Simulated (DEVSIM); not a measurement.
Structure: abrupt Si n-p junction, at 500 K.

```
layer (left to right)  material  thickness (μm)  Nd (cm⁻³)  Na (cm⁻³)  τn (s)  τp (s)
---------------------  --------  --------------  ---------  ---------  ------  ------
1                            Si            11.0     3.4e18          -  6.3e-7  6.3e-7
2                            Si           0.760          -     5.1e14  6.3e-7  6.3e-7
```

Left contact: ohmic. Right contact: ohmic. Voltage is applied to the left contact. Recombination: SRH at mid-gap, Auger. Gap narrowing is on: ΔEg = 6.92 meV × (l + √(l² + 0.5)), l = ln(N/1.3e17 cm⁻³), shared equally by both band edges. Mobility is constant in doping.

This is a model device: material constants are rounded textbook-type values typed into the input, and sizes, dopings and lifetimes were drawn at random. Values at 300 K; Nc and Nv go as T^1.5, mobilities as T to minus their exponent, the gap by Varshni's rule with the affinity fixed.

| parameter | Si |
|---|---|
| gap (eV) | 1.124 |
| affinity (eV) | 4.05 |
| permittivity | 11.7 |
| Nc (cm⁻³) | 2.86e19 |
| Nv (cm⁻³) | 3.1e19 |
| μn (cm²/Vs) | 1417 |
| μp (cm²/Vs) | 470 |
| T exponent of μn | 2.3 |
| T exponent of μp | 2.2 |
| Cn (cm⁶/s) | 2.8e-31 |
| Cp (cm⁶/s) | 9.9e-32 |
| Varshni α (eV/K) | 0.000473 |
| Varshni β (K) | 636 |

DEVSIM, 1D drift-diffusion, Boltzmann statistics, complete ionisation; no tunnelling, impact ionisation, image-force lowering or self-heating.

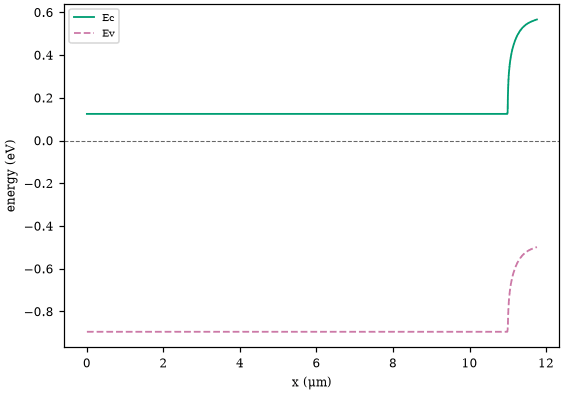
Fig. 1. Band edges at zero bias

Energies count from the Fermi level of the right contact; mesh points crowd at the junctions.

```tsv
x (μm)	Ec (eV)	Ev (eV)	n (cm⁻³)	p (cm⁻³)	field (V/cm)
0.000	0.125	-0.895	3.4e18	6.4e10	≈ 0
0.02600	0.125	-0.895	3.4e18	6.4e10	≈ 0
0.08002	0.125	-0.895	3.4e18	6.4e10	≈ 0
0.1923	0.125	-0.895	3.4e18	6.4e10	≈ 0
0.5498	0.125	-0.895	3.4e18	6.4e10	≈ 0
1.169	0.125	-0.895	3.4e18	6.4e10	≈ 0
2.455	0.125	-0.895	3.4e18	6.4e10	≈ 0
6.329	0.125	-0.895	3.4e18	6.4e10	≈ 0
8.765	0.125	-0.895	3.4e18	6.4e10	≈ 0
9.937	0.125	-0.895	3.4e18	6.4e10	≈ 0
10.50	0.125	-0.895	3.4e18	6.4e10	≈ 0
10.83	0.125	-0.895	3.4e18	6.4e10	≈ 0
10.93	0.125	-0.895	3.4e18	6.4e10	≈ 0
10.98	0.125	-0.895	3.4e18	6.4e10	95
11.01	0.251	-0.814	1.8e17	4.2e11	50000
11.04	0.346	-0.719	2.0e16	3.8e12	17000
11.11	0.422	-0.643	3.4e15	2.2e13	7700
11.25	0.493	-0.573	6.7e14	1.1e14	3500
11.54	0.550	-0.515	1.7e14	4.3e14	1000
11.66	0.560	-0.505	1.4e14	5.5e14	680
11.72	0.564	-0.501	1.3e14	6.0e14	610
11.76	0.567	-0.499	1.2e14	6.3e14	600
```
